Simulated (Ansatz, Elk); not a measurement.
**How far do independent atoms describe Ba3Tl2Pb2?**

Structure refinements treat a crystal as free atoms side by side. For a made-up structure of Ba3Tl2Pb2 (cell and positions from a PBEsol relaxation) the runs below show what the calculated density changes in F(hkl).

Method: DFT, PBE, all-electron APW+lo, Dirac cores, scalar-relativistic bands, static density, no spin, in Elk 11.2.3 (patched build).

The structure was built from a prototype and need not be the compound's stable phase.

### Step 1. Starting point

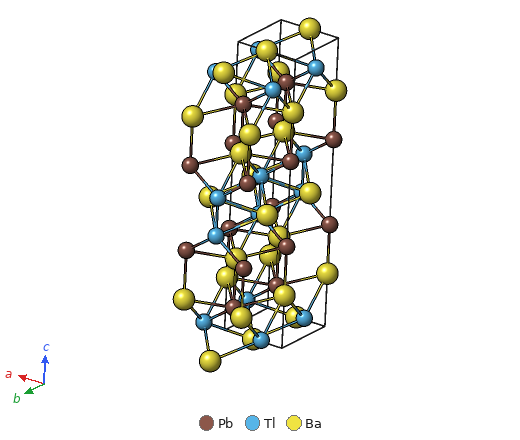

The cell as given, from a free direction (lead brown, thallium blue, barium yellow). 1×2×1 cells are drawn. This picture shows the conventional cell, with its axes. Some periodic images of atoms are drawn too.

Structure file:

```cif
data_structure
_symmetry_space_group_name_H-M 'P 1'
_symmetry_Int_Tables_number 1
_cell_length_a 11.3774
_cell_length_b 11.3774
_cell_length_c 11.3774
_cell_angle_alpha 155.360
_cell_angle_beta 153.912
_cell_angle_gamma 36.189
_cell_volume 269.66
loop_
_atom_site_label
_atom_site_type_symbol
_atom_site_fract_x
_atom_site_fract_y
_atom_site_fract_z
_atom_site_occupancy
Pb1 Pb 0.35252 0.35252 0.00000 1
Pb2 Pb 0.64748 0.64748 0.00000 1
Tl3 Tl 0.43419 0.93419 0.50000 1
Tl4 Tl 0.56581 0.06581 0.50000 1
Ba5 Ba 0.18269 0.18269 0.00000 1
Ba6 Ba 0.81731 0.81731 0.00000 1
Ba7 Ba 0.00000 0.50000 0.50000 1
```

### Step 2. Ground state and structure factors

An all-electron density is needed, since X-rays see the cores too. Task 0 finds the density and task 195 Fourier-transforms it; tshift is off so that phases refer to the origin typed.

Input file elk.in:

```
tasks
  0
  195

xctype
  20

spinpol
  .false.

rgkmax
  7.0

gmaxvr
  14.0

lmaxo
  7

lmaxapw
  8

swidth
  0.002

tshift
  .false.

ramdisk
  .false.

hmaxvr
  5.5

maxscl
  120

epspot
  1e-06

sppath
  './'

avec
  -4.58746091741 4.85252659847 20.43691599303
  4.58746091741 -4.85252659847 20.43691599303
  4.58746091741 4.85252659847 -20.43691599303

atoms
  3
  'Pb.in'
  2
  0.3525166361 0.3525166361 -0.0000000000   0.000000 0.000000 0.000000
  0.6474833639 0.6474833639 -0.0000000000   0.000000 0.000000 0.000000
  'Tl.in'
  2
  0.4341894957 0.9341894957 0.5000000000   0.000000 0.000000 0.000000
  0.5658105043 0.0658105043 0.5000000000   0.000000 0.000000 0.000000
  'Ba.in'
  3
  0.1826929648 0.1826929648 -0.0000000000   0.000000 0.000000 0.000000
  0.8173070352 0.8173070352 -0.0000000000   0.000000 0.000000 0.000000
  -0.0000000000 0.5000000000 0.5000000000   0.000000 0.000000 0.000000

ngridk
  6 6 6
```

Launch:

```console
$ OMP_NUM_THREADS=4 elk
```

Numbers of over 12 decimals in the logs are rounded to 6 here.

Log:

```text
┌─────────────────────────┐
│ Elk code version 11.2.3 │
└─────────────────────────┘

All units are atomic (Hartree, Bohr, etc.)

┌─────────────────────────────────────────────────┐
│ Ground-state run starting from atomic densities │
└─────────────────────────────────────────────────┘

Lattice vectors :
  -4.587460917       4.852526598       20.43691599
   4.587460917      -4.852526598       20.43691599
   4.587460917       4.852526598      -20.43691599

Reciprocal lattice vectors :
 -0.7761181689E-17  0.6474137936      0.1537214644
  0.6848216715      0.1978716986E-16  0.1537214644
  0.6848216715      0.6474137936      0.2965770310E-17

Unit cell volume      :    1819.766446
Brillouin zone volume :   0.1363088181

Muffin-tin inner radius fraction :   0.1000000000E-01

Nuclei treated as point charges

Species : 1 (Pb)
 parameters loaded from : Pb.in
 name : lead
 nuclear charge    :   -82.00000000
 electronic charge :    82.00000000
 atomic mass :    377702.4943
 muffin-tin radius :    2.800000000
 number of radial points in muffin-tin :   1393
 inner part over the whole radius :   0.9993555083E-02
 number on inner part of muffin-tin    :   1001
 approximate nuclear radius :   0.1047603524E-03
 number of mesh points to nuclear radius :    525
 atomic positions (lattice), magnetic fields (Cartesian) :
  1 :   0.35251664  0.35251664  0.00000000    0.00000000  0.00000000  0.00000000
  2 :  -0.35251664 -0.35251664  0.00000000    0.00000000  0.00000000  0.00000000

Species : 2 (Tl)
 parameters loaded from : Tl.in
 name : thallium
 nuclear charge    :   -81.00000000
 electronic charge :    81.00000000
 atomic mass :    372567.9643
 muffin-tin radius :    2.664927496
 number of radial points in muffin-tin :   1393
 inner part over the whole radius :   0.9916223383E-02
 number on inner part of muffin-tin    :    999
 approximate nuclear radius :   0.1043008296E-03
 number of mesh points to nuclear radius :    526
 atomic positions (lattice), magnetic fields (Cartesian) :
  1 :   0.43418950 -0.06581050  0.50000000    0.00000000  0.00000000  0.00000000
  2 :  -0.43418950  0.06581050  0.50000000    0.00000000  0.00000000  0.00000000

Species : 3 (Ba)
 parameters loaded from : Ba.in
 name : barium
 nuclear charge    :   -56.00000000
 electronic charge :    56.00000000
 atomic mass :    250331.8071
 muffin-tin radius :    2.800000000
 number of radial points in muffin-tin :   1393
 inner part over the whole radius :   0.9950032293E-02
 number on inner part of muffin-tin    :    996
 approximate nuclear radius :   0.9171481901E-04
 number of mesh points to nuclear radius :    504
 atomic positions (lattice), magnetic fields (Cartesian) :
  1 :   0.18269296  0.18269296  0.00000000    0.00000000  0.00000000  0.00000000
  2 :  -0.18269296 -0.18269296  0.00000000    0.00000000  0.00000000  0.00000000
  3 :   0.00000000  0.50000000  0.50000000    0.00000000  0.00000000  0.00000000

Total number of atoms per unit cell :    7
Total muffin-tin volume :    618.3147350
 ratio of muffin-tin to unit cell volume :   0.3397769732

Spin treatment :
 spin-unpolarised

Number of Bravais lattice symmetries :    8
Number of crystal symmetries         :    8
Crystal has inversion symmetry
Real symmetric eigensolver will be used

k-point grid :      6     6     6
k-point offset :    0.000000000       0.000000000       0.000000000
k-point set is reduced with full crystal symmetry group
Total number of k-points :       46

Muffin-tin radius times maximum |G+k| :    7.000000000
 using average radius
Maximum |G+k| for APW functions       :    2.534938830
Maximum (1/2)|G+k|²                   :    3.212957436
Maximum |G| for potential and density :    14.00000000
Constant for pseudocharge density :   10
 order of it for each species :   17  17  17
 order of it for pair densities of each species (exact exchange by exxq0 0: 18) :   10   9  10
Radial integration step length :    1

G-vector grid sizes :     96    96    96
Number of G-vectors :    84279

[...]
electron entropic           :    -0.13974255957220E-02
 total energy                :     -106854.69489288

Density of states at Fermi energy :    107.1864283
 (states/Hartree/unit cell)

Estimated indirect band gap :   0.5894109902E-03
 from k-point 40 to k-point 44
Estimated direct band gap   :   0.3528436870E-02
 at k-point 16

Charges :
 core                        :    368.0000000
 valence                     :    126.0000000
 interstitial                :    13.40607132
 muffin-tins (core leakage)
  species : 1 (Pb)
[...]
species : 2 (Tl)
[...]
species : 3 (Ba)
[...]
total in muffin-tins        :    480.5939287
 total calculated charge     :    493.9970429
 total charge                :    494.0000000
 error                       :   0.2957072923E-02

RMS change in Kohn-Sham potential (target) :   0.1588801868     (  0.1000000000E-05)
Absolute change in total energy (target)   :   0.5305111607     (  0.1000000000E-03)

[... loops 3 to 16 left out ...]

┌──────────────────┐
│ Loop number : 17 │
└──────────────────┘

Energies :
 Fermi                       :     0.201466
 sum of occupied eigenvalues :     -65985.467731371
 electron kinetic            :      121835.32594450
 core electron kinetic       :      120320.73345506
 Coulomb                     :     -226548.11048031
 Coulomb potential           :     -185021.82100882
 nuclear-nuclear             :     -7579.4934361828
 electron-nuclear            :     -253036.57625108
 Hartree                     :      34067.959206952
 Madelung                    :     -134037.19997590
 xc potential                :     -2798.9726670498
 exchange                    :     -2110.6197544778
 correlation                 :     -29.224116471699
 electron entropic           :    -0.13338688266745E-02
 total energy                :     -106852.62974063

Density of states at Fermi energy :    102.6097714
 (states/Hartree/unit cell)

Estimated indirect band gap :   0.1714171085E-02
 from k-point 40 to k-point 30
Estimated direct band gap   :   0.2985479776E-02
 at k-point 16

Charges :
 core                        :    368.0000000
 valence                     :    126.0000000
 interstitial                :    13.09234241
 muffin-tins (core leakage)
  species : 1 (Pb)
[...]
species : 2 (Tl)
[...]
species : 3 (Ba)
[...]
total in muffin-tins        :    480.9076576
 total calculated charge     :    493.9971408
 total charge                :    494.0000000
 error                       :   0.2859208029E-02

RMS change in Kohn-Sham potential (target) :   0.3425928114E-07 (  0.1000000000E-05)
Absolute change in total energy (target)   :   0.2813279571E-04 (  0.1000000000E-03)

Convergence targets achieved

┌──────────────────┐
│ Loop number : 18 │
└──────────────────┘

Energies :
 Fermi                       :     0.201466
 sum of occupied eigenvalues :     -65985.467733341
 electron kinetic            :      121835.32594387
 core electron kinetic       :      120320.73345496
 Coulomb                     :     -226548.11048085
 Coulomb potential           :     -185021.82100891
 nuclear-nuclear             :     -7579.4934361828
 electron-nuclear            :     -253036.57625176
 Hartree                     :      34067.959207095
 Madelung                    :     -134037.19997640
 xc potential                :     -2798.9726683001
 exchange                    :     -2110.6197544876
 correlation                 :     -29.224116474151
 electron entropic           :    -0.13338688975849E-02
 total energy                :     -106852.62974181

Density of states at Fermi energy :    102.6097792
 (states/Hartree/unit cell)

Estimated indirect band gap :   0.1714170911E-02
 from k-point 40 to k-point 30
Estimated direct band gap   :   0.2985479343E-02
 at k-point 16

Charges :
 core                        :    368.0000000
 valence                     :    126.0000000
 interstitial                :    13.09234239
 muffin-tins (core leakage)
  species : 1 (Pb)
[...]
species : 2 (Tl)
[...]
species : 3 (Ba)
   atom 1                    :    53.68340125     (  0.5047423436E-05)
   atom 2                    :    53.68340125     (  0.5047423436E-05)
   atom 3                    :    53.63435707     (  0.5029103349E-05)
 total in muffin-tins        :    480.9076576
 total calculated charge     :    493.9971408
 total charge                :    494.0000000
 error                       :   0.2859208075E-02

┌──────────────────────────────┐
│ Self-consistent loop stopped │
└──────────────────────────────┘

Warning : the lowest level lies among the core levels :   -2.892713453      -2.554801451

Warning : core states of species 1 leak from the muffin-tin :   0.1200602623E-02

Wrote STATE.OUT
```

Run time: 3.3 min. Hardware: 4 threads of Arm Neoverse V2, shared host; peak memory 0.59 GiB.

SFACRHO.OUT:

```text

h k l indices transformed by vhmat matrix:
   1.000000000       0.000000000       0.000000000    
   0.000000000       1.000000000       0.000000000    
   0.000000000       0.000000000       1.000000000    

      h      k      l  multipl.   |H|            Re(F)            Im(F)           |F|

      0      0      0      1   0.0000000       494.00000      0.44459228E-15   494.00000    
     -1     -1      1      2  0.30744293       45.357219     -0.88486861E-13   45.357219    
     -2     -2      2      2  0.61488586      -105.86694      0.15130377E-12   105.86694    
      0      1     -1      4  0.66541334      -140.46843     -0.12603628E-12   140.46843    
     -1      0      1      4  0.70186253       38.056392      0.59832613E-14   38.056392    
     -2     -1      1      4  0.79486931       48.129752      0.12594740E-13   48.129752    
      2      1     -2      4  0.82562299       46.127353      0.15801463E-12   46.127353    
      3      3     -3      2  0.92232879       124.26651     -0.19107366E-12   124.26651    
      1     -1      0      4  0.94240402       50.019651      0.94801845E-13   50.019651    
      1      1      0      8  0.99128527      -251.50672     -0.13322442E-12   251.50672    
      2      3     -3      4   1.0049387       210.60450      0.17490828E-12   210.60450    
      3      2     -3      4   1.0294357      -23.678812     -0.14492116E-12   23.678812    
     -1     -3      2      8   1.1252600      -167.43827      0.90041003E-13   167.43827    
      4      4     -4      2   1.2297717      -120.75911     -0.38163176E-12   120.75911    
      3      4     -4      4   1.2557981       26.288754      0.36026566E-12   26.288754    
      3      4     -3      4   1.2754861      -333.13412     -0.88498183E-12   333.13412    
     -1      1     -1      2   1.2948276       412.32508      0.55130012E-13   412.32508    
     -2     -4      3      8   1.3186416       241.80303     -0.56083166E-12   241.80303
```

Elk indexes on the primitive cell of elk.in and gives |H| = 4π sin θ/λ in inverse bohr. Below, one row stands for each form hkl of the conventional cell (m members, Friedel mates merged), F is for one primitive cell and the density is static (no thermal factor). Free-atom factors are Waasmaier and Kirfel's, and R is Σm||F|−|F'||/Σm|F|.

```csv
hkl,m,sin θ/λ (Å⁻¹),"abs F, DFT",neutral atoms,diff.
002,2,0.046,45.357,45.365,-0.008
004,2,0.092,105.867,105.691,+0.176
011,4,0.100,140.468,140.733,-0.265
101,4,0.105,38.056,38.066,-0.010
013,4,0.119,48.130,48.198,-0.068
103,4,0.124,46.127,46.211,-0.084
006,2,0.139,124.266,123.767,+0.499
110,4,0.142,50.020,49.872,+0.147
112,8,0.149,251.507,251.378,+0.129
015,4,0.151,210.605,210.555,+0.050
105,4,0.155,23.679,23.725,-0.046
114,8,0.169,167.438,167.682,-0.244
008,2,0.185,120.759,120.745,+0.014
017,4,0.189,26.289,26.241,+0.047
```

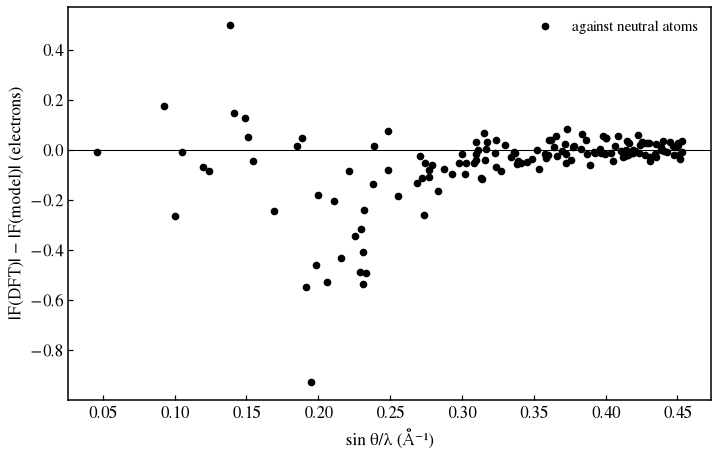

Difference between the calculated structure factors and the independent-atom ones.

### Step 3. The highest occupied states alone

An energy window below the Fermi level keeps the highest occupied states, to see at which angles they scatter; shallow core shells can lie inside it and anion s states outside. No new self-consistency is needed.

Edit elk.in of step 2 so:

```diff
@@ -1,3 +1,2 @@
 tasks
-  0
   195
@@ -40,2 +39,5 @@
 
+wsfac
+  -0.349770 0.501470
+
 sppath
```

Launch:

```console
$ OMP_NUM_THREADS=4 elk
```

Log:

```text
┌─────────────────────────────────┐
│ Elk code version 11.2.3 started │
└─────────────────────────────────┘

Info(readinput): the functional depends on the density's gradient
 muffin-tin radial points multiplied by    2.00000
 (not where nrmtscf is given)

┌────────────────────┐
│ Current task : 195 │
└────────────────────┘
Info(checkmt): changed muffin-tin radius of species 2 (Tl) from   2.8000 to   2.6649

Info(sfacrho): density structure factors written to SFACRHO.OUT

 Energy window :  -0.3497700000      0.5014700000

┌──────────────────┐
│ Elk code stopped │
└──────────────────┘
```

The job ended after 50 s (4 threads; peak memory 0.39 GiB; 62 s of CPU time).

States within 15 eV below the Fermi level hold 58.00 electrons; any levels below the window count with the cores. Their amplitudes can exceed the total, where window and core parts have opposite phase:

```csv
hkl,sin θ/λ (Å⁻¹),"abs F, window","abs F, all"
002,0.046,12.334,45.357
004,0.092,2.232,105.867
011,0.100,12.363,140.468
101,0.105,14.522,38.056
013,0.119,6.220,48.130
103,0.124,1.961,46.127
006,0.139,2.013,124.266
110,0.142,10.297,50.020
112,0.149,17.590,251.507
015,0.151,14.844,210.605
```

### Step 4. Another functional

The difference from free atoms is small, so it is set against the change that LDA (Perdew-Wang) makes.

Edit elk.in of step 3 so:

```diff
@@ -1,2 +1,3 @@
 tasks
+  0
   195
@@ -4,3 +5,3 @@
 xctype
-  20
+  3
 
@@ -39,5 +40,2 @@
 
-wsfac
-  -0.349770 0.501470
-
 sppath
```

Launch:

```console
$ OMP_NUM_THREADS=4 elk
```

Log:

```text
┌─────────────────────────┐
│ Elk code version 11.2.3 │
└─────────────────────────┘

All units are atomic (Hartree, Bohr, etc.)

┌─────────────────────────────────────────────────┐
│ Ground-state run starting from atomic densities │
└─────────────────────────────────────────────────┘

Lattice vectors :
  -4.587460917       4.852526598       20.43691599
   4.587460917      -4.852526598       20.43691599
   4.587460917       4.852526598      -20.43691599

Reciprocal lattice vectors :
 -0.7761181689E-17  0.6474137936      0.1537214644
[...]
species : 3 (Ba)
[...]
atom 2                    :    53.67522068     (  0.1598636544E-05)
   atom 3                    :    53.62573956     (  0.1574521306E-05)
 total in muffin-tins        :    480.9328143
 total calculated charge     :    493.9971500
 total charge                :    494.0000000
 error                       :   0.2849961609E-02

┌──────────────────────────────┐
│ Self-consistent loop stopped │
└──────────────────────────────┘

Warning : the lowest level lies among the core levels :   -2.898373920      -2.560915881

Warning : core states of species 1 leak from the muffin-tin :   0.1204848688E-02

Wrote STATE.OUT
[key lines of the parts left out:]
total energy                :     -106789.36477579
```

Wall time 2.1 min (4 threads); peak memory 0.49 GiB; 6.2 min of CPU time.

Against the first run R = 0.01 %; the largest change is -0.041 at 0 2 10.

### Step 5. Basis size

The basis and the expansions that go with it are enlarged, to see whether the differences are converged.

Edit elk.in of step 4 so:

```diff
@@ -5,3 +5,3 @@
 xctype
-  3
+  20
 
@@ -11,12 +11,12 @@
 rgkmax
-  7.0
+  8.5
 
 gmaxvr
-  14.0
+  18.0
 
 lmaxo
-  7
+  9
 
 lmaxapw
-  8
+  10
```

Launch:

```console
$ OMP_NUM_THREADS=4 elk
```

Log:

```text
┌─────────────────────────┐
│ Elk code version 11.2.3 │
└─────────────────────────┘

All units are atomic (Hartree, Bohr, etc.)

┌─────────────────────────────────────────────────┐
│ Ground-state run starting from atomic densities │
└─────────────────────────────────────────────────┘

Lattice vectors :
  -4.587460917       4.852526598       20.43691599
   4.587460917      -4.852526598       20.43691599
   4.587460917       4.852526598      -20.43691599

Reciprocal lattice vectors :
 -0.7761181689E-17  0.6474137936      0.1537214644
[...]
species : 3 (Ba)
[...]
atom 2                    :    53.69031658     (  0.5051844575E-05)
   atom 3                    :    53.64193508     (  0.5034035446E-05)
 total in muffin-tins        :    480.9820446
 total calculated charge     :    493.9974768
 total charge                :    494.0000000
 error                       :   0.2523236890E-02

┌──────────────────────────────┐
│ Self-consistent loop stopped │
└──────────────────────────────┘

Warning : the lowest level lies among the core levels :   -2.876489939      -2.539849771

Warning : core states of species 1 leak from the muffin-tin :   0.1200177869E-02

Wrote STATE.OUT
[key lines of the parts left out:]
total energy                :     -106852.69342775
```

The job ended after 8 min (4 threads; peak memory 1.2 GiB).

Against the first run R = 0.01 %; the largest change is +0.030 at 020.

### Step 6. Settings against the effect

```csv
run,R against the first run (%),"R against neutral atoms, low angle (%)",wall time
"PBE, rgkmax 7",0.00,0.17,3.3 min
LDA (Perdew-Wang),0.01,0.17,2.1 min
rgkmax 8.5 with larger expansions,0.01,0.17,8 min
```

### Step 7. What came out

```yaml
r_against_neutral_atoms_sin_theta_lambda_0p3_a_minus1: 0.17 %
r_against_neutral_atoms_0p3_to_0p45_a_minus1: 0.03 %
```

In words: Independent neutral atoms miss the calculated amplitudes by R = 0.17 % below 0.3 Å⁻¹ and 0.03 % from there to 0.45 Å⁻¹; by shells, 0.12 % below 0.15 Å⁻¹ (9 forms), 0.18 % 0.15 to 0.3 (37 forms), 0.03 % 0.3 to 0.45 (97 forms), 0.02 % above 0.45 (6 forms). Bonding, aspherical density and the tables' own atoms all enter these figures, and the runs don't part them. The largest change of an amplitude is -0.93 electrons, at 020. The window's part falls from 58.0 electrons at the origin to at most 0.47 between 0.45 and 0.45 Å⁻¹. The window holds more than the 20 outer electrons of the free atoms, so shallow core shells lie inside it. Below 0.3 Å⁻¹ the changes that finished (LDA (Perdew-Wang) and rgkmax 8.5 with larger expansions) move F by R = 0.01 % at most, against the 0.17 % that separates it from free atoms. The k-mesh has no finished test. Spin-orbit coupling is left out, which can matter for elements this heavy. Part of the difference isn't bonding: the tables are fits to free atoms and ions calculated by other methods than this functional. Thermal motion, anomalous dispersion and extinction are left out.

[Logs are printed without paths, hosts, clocks, repeated set-up lines and the standing remarks that a program may print on its own settings, such as how far it seeks lower states.]

[Hosts, paths, dates, database ids (printed as entryN), source tags and the programs' standing remarks are cut or masked in the printed files.]
